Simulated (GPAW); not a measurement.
**CH2OSTe (SMILES O=C(S)[TeH]): AM05/dzp (scalar-relativistic datasets, nve dynamics)**

Aim: molecular dynamics of CH2OSTe. Input form: an ASE script.

The results are computed with GPAW 26.7.0.

**1. The structure to begin with**

CH2OSTe: 6 atoms, total charge 0, spin state singlet. As SMILES, `O=C(S)[TeH]`. Geometry: a GFN2-xTB relaxation, a rough one for these elements and not checked as a minimum. This is one conformer, not always the lowest. The run starts from this shape.

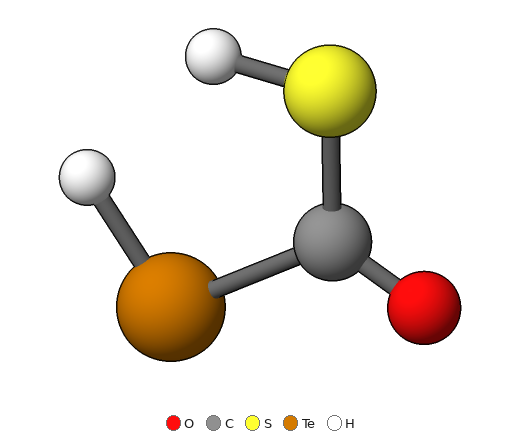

The structure, seen from a chosen angle (oxygen red, carbon grey, sulfur yellow, tellurium orange, hydrogen white).

**2. Molecular dynamics at AM05/dzp (scalar-relativistic datasets, nve dynamics)**

Contents of gs.sdf:

```

     RDKit          3D

  6  5  0  0  0  0  0  0  0  0999 V2000
    0.0786   -2.0924    0.1257 O   0  0  0  0  0  0  0  0  0  0  0  0
    0.0798   -0.9035    0.0501 C   0  0  0  0  0  0  0  0  0  0  0  0
    1.6007   -0.0273   -0.1901 S   0  0  0  0  0  0  0  0  0  0  0  0
   -1.7758    0.1683    0.2077 Te  0  0  0  0  0  2  0  0  0  0  0  0
    1.0968    1.2074   -0.2067 H   0  0  0  0  0  0  0  0  0  0  0  0
   -1.0800    1.6477    0.0133 H   0  0  0  0  0  0  0  0  0  0  0  0
  2  1  2  0
  3  2  1  0
  4  2  1  0
  5  3  1  0
  6  4  1  0
M  END
$$$$
```

Contents of run.py:

```python
import numpy as np
from ase import units
from ase.io import read
from ase.md.velocitydistribution import MaxwellBoltzmannDistribution, Stationary, ZeroRotation
from ase.md.verlet import VelocityVerlet
from gpaw import GPAW, setup_paths
from gpaw.atom.configurations import parameters
from gpaw.atom.generator import Generator

system = read("gs.sdf")
system.center(vacuum=2.5)

for symbol in ["C", "H", "O", "S", "Te"]:
    Generator(symbol, xcname="AM05", scalarrel=True, nofiles=True, txt=None).run(**parameters[symbol])
setup_paths.insert(0, ".")

calculator = GPAW(mode="lcao",
                  basis="dzp",
                  xc="AM05",
                  maxiter=100,
                  symmetry="off",
                  h=0.18,
                  txt="gs.txt")
system.calc = calculator

rng = np.random.default_rng(580)
MaxwellBoltzmannDistribution(system, temperature_K=500, rng=rng)
Stationary(system)
ZeroRotation(system)
dyn = VelocityVerlet(system, timestep=0.5 * units.fs, trajectory="md.traj", logfile="-")
dyn.run(20)
```

The run is started by

```bash
$ python3 -u run.py | tee run.out
```

Log:

```text
run.py:27: DeprecationWarning: Use thermalize_momenta
  MaxwellBoltzmannDistribution(system, temperature_K=500, rng=rng)
Time[ps]      Etot[eV]     Epot[eV]     Ekin[eV]    T[K]
0.0000         -26.8372     -27.4327       0.5955   767.8
0.0005         -26.8374     -27.4297       0.5924   763.8
0.0010         -26.8373     -27.4124       0.5750   741.4
0.0015         -26.8372     -27.3829       0.5457   703.6
0.0020         -26.8369     -27.3454       0.5085   655.7
0.0025         -26.8368     -27.3056       0.4688   604.5
0.0030         -26.8367     -27.2686       0.4319   556.9
0.0035         -26.8368     -27.2380       0.4011   517.2
0.0040         -26.8369     -27.2155       0.3785   488.1
0.0045         -26.8372     -27.2018       0.3647   470.2
0.0050         -26.8374     -27.1965       0.3592   463.1
0.0055         -26.8378     -27.1982       0.3605   464.8
0.0060         -26.8381     -27.2045       0.3664   472.5
0.0065         -26.8385     -27.2134       0.3749   483.3
0.0070         -26.8387     -27.2216       0.3829   493.7
0.0075         -26.8392     -27.2263       0.3871   499.1
0.0080         -26.8395     -27.2230       0.3836   494.6
0.0085         -26.8395     -27.2094       0.3699   476.9
0.0090         -26.8397     -27.1848       0.3451   445.0
0.0095         -26.8393     -27.1500       0.3107   400.6
0.0100         -26.8387     -27.1109       0.2722   351.0
```

gs.txt:

```text
__  _  _
 | _ |_)|_||  |
 |__||  | ||/\| - 26.7.0

units:  Angstrom and eV
cores:  1
OpenMP: False

Versions:
  Python: 3.12.14
  ASE:    3.29.0
  Numpy:  2.5.5
  Scipy:  1.18.1
  Libxc:  7.0.0

        _gpaw.cpython-312-x86_64-linux-gnu.so

Input parameters:
  mode=LCAO(),
  basis={'default': 'dzp'},
  h=0.18,
  maxiter=100,
  symmetry=Symmetry(point_group=False, time_reversal=False),
  xc=XC(name='AM05')
      .--------------------.
     /|                    |
    / |                    |
   /  |                    |
  /   |                    |
 *    |      H    H        |
 |    |   Te  C   S        |
 |    .------O-------------.
 |   /                    /
 |  /                    /
 | /                    /
 |/                    /
 *--------------------*

Atoms  # Å, Bohr magnetons
|   | symbol |        x |        y |        z |    initial magnetic moments |
[... 229 lines left out ...]
Reference energy: -198547.148341  # eV
[... 21 lines left out ...]
- Maximum [total energy] change in last 3 cyles: 0.0005 eV / valence electron
[... 28 lines left out ...]
  Free energy:     -27.150010
[... 66 lines left out ...]
convergence criteria:
[... 16 lines left out ...]
Converged in 7 steps
[... 15 lines left out ...]
dipole moment: (-0.000856, 0.624300, -0.067869)  # |e|*Ang
[... 13 lines left out ...]
Gap: 3.056 eV
Transition (v -> c):
  (s=0, k=0, n=11, [0.00, 0.00, 0.00]) -> (s=0, k=0, n=12, [0.00, 0.00, 0.00])
No difference between direct/indirect transitions
vacuum-level: 0.000  # V

Forces  # eV/Ang
|        x |        y |        z |
|----------|----------|----------|
|  0.40418 |  1.05845 |  0.21367 |  # O    0
| -2.28555 | -3.50159 |  0.25936 |  # C    1
|  1.94124 | -0.04125 |  0.16318 |  # S    2
|  0.88778 |  1.18481 | -0.38471 |  # Te   3
| -0.30901 |  1.76536 | -0.56352 |  # H    4
| -0.68606 | -0.58535 |  0.27138 |  # H    5

Force computation time: 0.319  # s

timing:  # [seconds]
  Total:  128.579  # ━━━━━━━━━━━━━━━━━━━━━━━━━━━━━━━━━━━━━━━━━━━━━━━━━━━━━━━━
  Init:     4.502  # ━━
  SCF:     89.362  # ━━━━━━━━━━━━━━━━━━━━━━━━━━━━━━━━━━━━━━━
  Forces:   6.846  # ━━━
  Move:    27.693  # ━━━━━━━━━━━━
```

Run time: 2.2 min. Hardware: 1 thread of Intel Xeon Platinum 8259CL at 2.50GHz (Skylake/Cascade Lake), shared host; peak memory 0.46 GiB.

The path in brief:

| step | potential energy change (eV) | largest force (eV/Å) | temperature (K) |
| --- | --- | --- | --- |
| 0 | 0.0000 | 2.5648 | 768 |
| 1 | 0.0029 | 3.0037 | 764 |
| 2 | 0.0203 | 3.3449 | 741 |
| 3 | 0.0498 | 3.5698 | 704 |
| 4 | 0.0873 | 3.6904 | 656 |
| 5 | 0.1270 | 3.7072 | 605 |
| 6 | 0.1641 | 3.6201 | 557 |
| 7 | 0.1947 | 3.4399 | 517 |
| 8 | 0.2172 | 3.1741 | 488 |
| 9 | 0.2308 | 2.8385 | 470 |
| 10 | 0.2361 | 2.8787 | 463 |
| 11 | 0.2344 | 2.8714 | 465 |
| 12 | 0.2281 | 2.8096 | 472 |
| 13 | 0.2193 | 2.6914 | 483 |
| 14 | 0.2110 | 2.5129 | 494 |
| 15 | 0.2064 | 2.7855 | 499 |
| 16 | 0.2097 | 3.1836 | 495 |
| 17 | 0.2233 | 3.5353 | 477 |
| 18 | 0.2479 | 3.8234 | 445 |
| 19 | 0.2827 | 4.0447 | 401 |
| 20 | 0.3217 | 4.1895 | 351 |

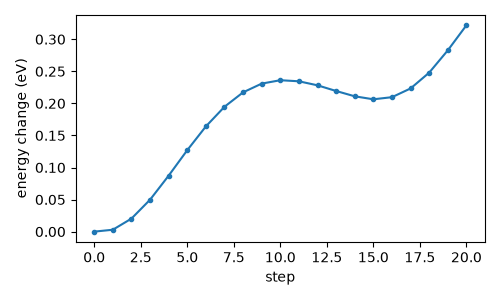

Energy along the run.
